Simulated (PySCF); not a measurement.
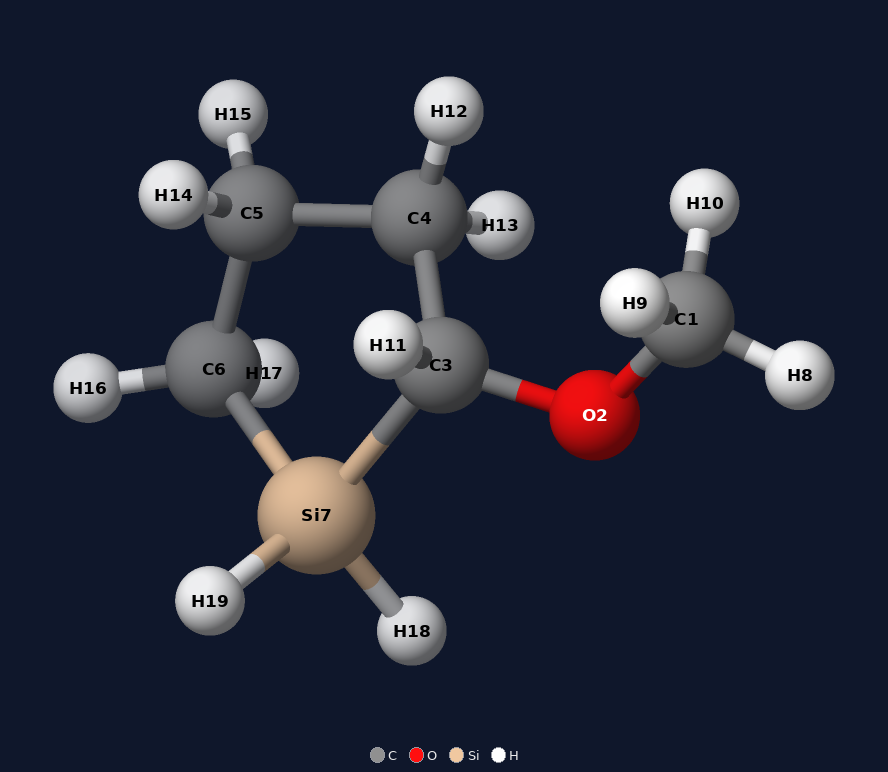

Computed geometry: PBE0-D3(BJ)/def2-SVP optimisation. No frequency run is at hand to confirm it as a minimum. Method: TDDFT B3LYP/def2-SVPD, vertical, gas phase, core orbitals frozen in the response (PySCF 2.14.0), and the same with a continuum solvent (IEF-PCM, Bondi radii x 1.2, gas-phase geometry).

How do dipole (D), HOMO–LUMO gap (eV), lowest singlet (eV) change in chloroform (ε = 4.7)?

```json
{"medium": "gas phase", "dipole (D)": "1.67", "HOMO–LUMO gap (eV)": "7.32", "lowest singlet (eV)": "6.50"}
{"medium": "chloroform", "dipole (D)": "2.17", "HOMO–LUMO gap (eV)": "7.42", "lowest singlet (eV)": "6.54"}
```
